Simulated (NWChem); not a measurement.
# B2H3BrO (SMILES BOBBr): levels of theory compared

Aim: a comparison of 3 runs (HF/STO-3G, HF/3-21G, B3LYP/6-31G*) of B2H3BrO. 

Program for the calculation: NWChem 7.3.0.

## Step 1: The system as given

The species is B2H3BrO (7 atoms), meant as a singlet with charge 0. As SMILES, `BOBBr`. Geometry: relaxed at GFN2-xTB. This is one conformer, not always the lowest.

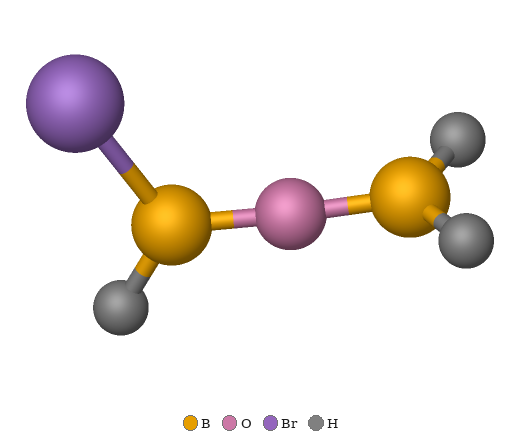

The structure, seen from a chosen angle (boron amber, oxygen pink, bromine purple, hydrogen grey).

## Step 2: Energy and gradient at HF/STO-3G (run 1)

run.py reads:

```python
from ase import Atoms
from ase.calculators.nwchem import NWChem

molecule = Atoms(['B', 'O', 'B', 'Br', 'H', 'H', 'H'], positions=[
    [-0.183650, 1.345300, 0.024420],
    [0.052300, 0.070270, -0.116360],
    [0.254090, -1.203360, -0.189940],
    [-0.363800, -2.312670, 1.217990],
    [0.617310, 2.013940, 0.567060],
    [-1.184990, 1.789900, -0.404030],
    [0.808730, -1.703390, -1.099150],
])

calc = NWChem(
    label='run',
    theory='scf',
    memory='2200 mb',
    basis='STO-3G',
    basispar='spherical bse',
    scf={'nopen': '0', 'rhf': None, 'thresh': '1e-08', 'maxiter': '80', 'print': 'low'},
)
molecule.calc = calc

forces = molecule.get_forces()
print(f"energy = {molecule.get_potential_energy():.6f} eV")
print("forces (eV/A):")
for s, f in zip(molecule.symbols, forces):
    print(f"{s:2s} {f[0]:10.5f} {f[1]:10.5f} {f[2]:10.5f}")
```

Launch:

```sh
$ export ASE_NWCHEM_COMMAND="nwchem PREFIX.nwi > PREFIX.nwo"
$ python run.py
```

What it wrote:

```text
energy = -72630.920793 eV
forces (eV/A):
B    -0.15303    0.92189    0.06793
O     0.12614    0.16434   -0.29259
B     0.18630   -1.05395   -0.08891
Br   -0.02005   -0.20975    0.08464
H    -0.28915   -0.10624   -0.16378
H     0.31913   -0.04566    0.16069
H    -0.16938    0.32931    0.23212
```

The calculator wrote run.nwi:

```
title "run"

permanent_dir run

scratch_dir run

start run

geometry units angstrom nocenter noautosym noautoz
  B  -1.8365000000000001e-01 1.3452999999999999e+00 2.4420000000000001e-02
  O  5.2299999999999999e-02 7.0269999999999999e-02 -1.1636000000000001e-01
  B  2.5408999999999998e-01 -1.2033600000000000e+00 -1.8994000000000000e-01
  Br -3.6380000000000001e-01 -2.3126699999999998e+00 1.2179899999999999e+00
  H  6.1731000000000003e-01 2.0139399999999998e+00 5.6706000000000001e-01
  H  -1.1849900000000000e+00 1.7899000000000000e+00 -4.0403000000000000e-01
  H  8.0872999999999995e-01 -1.7033900000000000e+00 -1.0991500000000001e+00
end

memory 2200 mb

basis spherical bse noprint
   * library STO-3G
end

scf
  nopen 0
  rhf
  thresh 1e-08
  maxiter 80
  print low
end

task scf gradient
```

run.nwo:

```text
Northwest Computational Chemistry Package (NWChem) 7.3.0
             --------------------------------------------------------

           Job information
           ---------------

    nwchem branch   = 7.3.0
    use scalapack   = T
    input           = run.nwi
    prefix          = run.
    data base       = run/run.db
    status          = startup
    nproc           =        1

           Memory information
           ------------------

    heap     =     72089600 doubles =      550.0 Mbytes
    stack    =     72089597 doubles =      550.0 Mbytes
    global   =    144179200 doubles =     1100.0 Mbytes (distinct from heap & stack)
    total    =    288358397 doubles =     2200.0 Mbytes
    verify   = yes
    hardfail = no

           Directory information
           ---------------------

  0 permanent = run
  0 scratch   = run

                                NWChem Input Module
                                -------------------

                                        run
                                        ---

[... 28 lines left out ...]
            Nuclear Dipole moment (a.u.)
[... 65 lines left out ...]
 Forming initial guess at       0.0s

 Starting SCF solution at       0.2s

       Final RHF  results
       ------------------

         Total SCF energy =  -2669.137129885950
      One-electron energy =  -4120.434657115165
      Two-electron energy =   1256.310338572511
 Nuclear repulsion energy =    194.987188656705

        Time for solution =      2.6s

                              NWChem Gradients Module
                              -----------------------

                         RHF ENERGY GRADIENTS

    atom               coordinates                        gradient
                 x          y          z           x          y          z
   1 B      -0.347048   2.542248   0.046147    0.002976  -0.017928  -0.001321
   2 O       0.098833   0.132791  -0.219889   -0.002453  -0.003196   0.005690
   3 B       0.480160  -2.274021  -0.358935   -0.003623   0.020496   0.001729
   4 Br     -0.687482  -4.370313   2.301667    0.000390   0.004079  -0.001646
   5 H       1.166547   3.805795   1.071588    0.005623   0.002066   0.003185
   6 H      -2.239306   3.382421  -0.763506   -0.006206   0.000888  -0.003125
   7 H       1.528278  -3.218940  -2.077092    0.003294  -0.006404  -0.004514

 Task  times  cpu:        3.6s     wall:        3.6s
 Total times  cpu:        3.7s     wall:        3.7s
```

It took 4.8 s on 1 thread of Intel Xeon 6975P-C (Granite Rapids), shared host; peak memory 0.099 GiB.

## Step 3: Energy and forces at HF/3-21G (run 2)

run.py reads:

```python
from ase import Atoms
from ase.calculators.nwchem import NWChem

mol = Atoms(['B', 'O', 'B', 'Br', 'H', 'H', 'H'], positions=[
    [-0.183650, 1.345300, 0.024420],
    [0.052300, 0.070270, -0.116360],
    [0.254090, -1.203360, -0.189940],
    [-0.363800, -2.312670, 1.217990],
    [0.617310, 2.013940, 0.567060],
    [-1.184990, 1.789900, -0.404030],
    [0.808730, -1.703390, -1.099150],
])

calc = NWChem(
    label='run',
    theory='scf',
    memory='2200 mb',
    basis='3-21G',
    basispar='spherical bse',
    scf={'nopen': '0', 'rhf': None, 'thresh': '1e-08', 'maxiter': '80'},
)
mol.calc = calc

forces = mol.get_forces()
print("Total energy (eV):", round(mol.get_potential_energy(), 6))
print("forces (eV/A):")
for s, f in zip(mol.symbols, forces):
    print(f"{s:2s} {f[0]:10.5f} {f[1]:10.5f} {f[2]:10.5f}")
print("dipole (e A):", mol.get_dipole_moment().round(4))
```

Launch:

```sh
$ export ASE_NWCHEM_COMMAND="nwchem PREFIX.nwi > PREFIX.nwo"
$ python run.py
```

What it wrote:

```text
Total energy (eV): -73074.337824
forces (eV/A):
B    -0.59737    3.33657    0.32869
O     0.21849   -0.27429   -0.36613
B     0.91228   -2.44687   -1.10912
Br   -0.44958   -1.04068    1.07796
H     0.16033    0.25480    0.14275
H    -0.24323    0.19160   -0.07754
H    -0.00093   -0.02113    0.00345
dipole (e A): [ 0.0871  0.2411 -0.2186]
```

The calculator wrote run.nwi:

```
title "run"

permanent_dir run

scratch_dir run

start run

geometry units angstrom nocenter noautosym noautoz
  B  -1.8365000000000001e-01 1.3452999999999999e+00 2.4420000000000001e-02
  O  5.2299999999999999e-02 7.0269999999999999e-02 -1.1636000000000001e-01
  B  2.5408999999999998e-01 -1.2033600000000000e+00 -1.8994000000000000e-01
  Br -3.6380000000000001e-01 -2.3126699999999998e+00 1.2179899999999999e+00
  H  6.1731000000000003e-01 2.0139399999999998e+00 5.6706000000000001e-01
  H  -1.1849900000000000e+00 1.7899000000000000e+00 -4.0403000000000000e-01
  H  8.0872999999999995e-01 -1.7033900000000000e+00 -1.0991500000000001e+00
end

memory 2200 mb

basis spherical bse noprint
   * library 3-21G
end

scf
  nopen 0
  rhf
  thresh 1e-08
  maxiter 80
end

task scf gradient
```

run.nwo, cut to the lines that bear on the results:

```text
[...]
      One-electron energy =  -4128.635798874845
[... 1 line left out ...]
 Nuclear repulsion energy =    194.987188656705
[... 46 lines left out ...]
                       ROHF Final Molecular Orbital Analysis
[... 205 lines left out ...]
                              NWChem Gradients Module
[...]
  wavefunction    =   RHF
                         RHF ENERGY GRADIENTS
    atom               coordinates                        gradient
                 x          y          z           x          y          z
   1 B      -0.347048   2.542248   0.046147    0.011617  -0.064886  -0.006392
   2 O       0.098833   0.132791  -0.219889   -0.004249   0.005334   0.007120
   3 B       0.480160  -2.274021  -0.358935   -0.017741   0.047584   0.021569
   4 Br     -0.687482  -4.370313   2.301667    0.008743   0.020238  -0.020963
   5 H       1.166547   3.805795   1.071588   -0.003118  -0.004955  -0.002776
   6 H      -2.239306   3.382421  -0.763506    0.004730  -0.003726   0.001508
   7 H       1.528278  -3.218940  -2.077092    0.000018   0.000411  -0.000067
[...]
```

It took 5.4 s on 1 thread of Intel Xeon 6975P-C (Granite Rapids), shared host; peak memory 0.099 GiB.

## Step 4: Energy and forces at B3LYP/6-31G(d) (Cartesian functions) (run 3)

calc.nw reads:

```
start calc
title "B2BrH3O"
memory total 2200 mb

geometry noautosym nocenter noautoz
  B    -0.183650    1.345300    0.024420
  O     0.052300    0.070270   -0.116360
  B     0.254090   -1.203360   -0.189940
  Br   -0.363800   -2.312670    1.217990
  H     0.617310    2.013940    0.567060
  H    -1.184990    1.789900   -0.404030
  H     0.808730   -1.703390   -1.099150
end

basis
  * library 6-31G*
end

dft
  xc b3lyp
  grid xfine
  convergence energy 1e-08
  iterations 100
  mulliken
  print low
end

task dft gradient
```

Launch:

```sh
$ nwchem calc.nw > calc.out
```

What it wrote:

```text
[...]
 d= 0,ls=0.0,diis     1  -2700.6435301955 -2.90D+03  1.20D-02  1.75D+00     4.7
[...]
 d= 0,ls=0.0,diis    10  -2700.7197104015 -5.79D-09  2.71D-07  1.74D-09    30.3
         Total DFT energy =    -2700.719710401513
      One electron energy =    -4140.783719848637
           Coulomb energy =     1354.327389462066
    Exchange-Corr. energy =     -109.250568671647
 Nuclear repulsion energy =      194.987188656705
[...]
      Total Density - Mulliken Population Analysis
     ---------------------------------------------
    Atom       Charge   Shell Charges
 -----------   ------   -------------------------------------------------------
    1 B    5     4.86   1.99  0.58  1.47  0.40  0.31  0.11
    2 O    8     8.11   1.99  0.89  3.05  0.76  1.40  0.02
    3 B    5     4.79   1.99  0.58  1.47  0.33  0.31  0.12
    4 Br  35    35.18   2.00  1.99  6.00  1.93  5.99  1.62  3.87  0.37  1.34  7.02  2.95  0.12
    5 H    1     1.03   0.53  0.50
    6 H    1     1.03   0.53  0.50
    7 H    1     1.00   0.52  0.47
[...]
                         DFT ENERGY GRADIENTS
    atom               coordinates                        gradient
                 x          y          z           x          y          z
   1 B      -0.347048   2.542248   0.046147    0.005438  -0.030244  -0.002994
   2 O       0.098833   0.132791  -0.219889   -0.002156  -0.000640   0.004517
   3 B       0.480160  -2.274021  -0.358935   -0.007647   0.024682   0.008271
   4 Br     -0.687482  -4.370313   2.301667    0.006098   0.013406  -0.014448
   5 H       1.166547   3.805795   1.071588   -0.007362  -0.005629  -0.004914
   6 H      -2.239306   3.382421  -0.763506    0.008892  -0.003383   0.003894
   7 H       1.528278  -3.218940  -2.077092   -0.003263   0.001809   0.005672
 Task  times  cpu:       39.2s     wall:       39.2s
 Total times  cpu:       39.2s     wall:       39.2s
```

Wall time 40 s (1 thread of Intel Xeon 6975P-C (Granite Rapids), shared host); peak memory 0.14 GiB.

## Step 5: All runs side by side

```
run                               level  Cartesian functions  iteration cap   energy (Eh)  largest force (eV/Å)  wall time
  1                           HF/STO-3G                   no             80  -2669.137130                 1.074      4.8 s
  2                            HF/3-21G                   no             80  -2685.432405                 3.406      5.4 s
  3  B3LYP/6-31G* (Cartesian functions)                  yes            100  -2700.719710                 1.588       40 s
```

## Step 6: Outcome

```
                       quantity           value
            run 3: total energy  -2700.71971 Eh
run 3: largest force on an atom      1.588 eV/Å
```

What this shows: In run 1 the basis is minimal, so the values are rough. All runs together took 50 s, the longest 40 s.
